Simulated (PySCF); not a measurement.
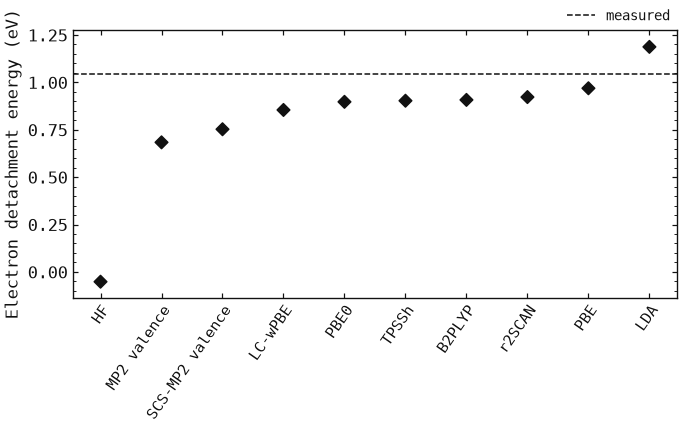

The electron detachment energy of Sb⁻ ([Kr] 4d¹⁰ 5s² 5p⁴ → [Kr] 4d¹⁰ 5s² 5p³) across levels of theory. PySCF, aug-cc-pVQZ-PP with a 28-electron core potential, unrestricted single determinants, no spin-orbit coupling. Methods marked “valence” freeze 18 core electrons.

Summarise the spread and list the values.

Answer. The values run from −0.05 eV (HF) to 1.19 eV (LDA). The measured value is 1.05 eV; nearest to it come PBE (−0.08) and r2SCAN (−0.12), furthest HF (−1.10 eV).

```csv
Method,Electron detachment energy (eV)
HF,−0.05
LDA,1.19
PBE,0.97
PBE0,0.90
r2SCAN,0.92
LC-wPBE,0.85
TPSSh,0.90
B2PLYP,0.91
MP2 valence,0.68
SCS-MP2 valence,0.75
```

Caveat: highest occupied orbital is unbound; spin-orbit shift not estimated.
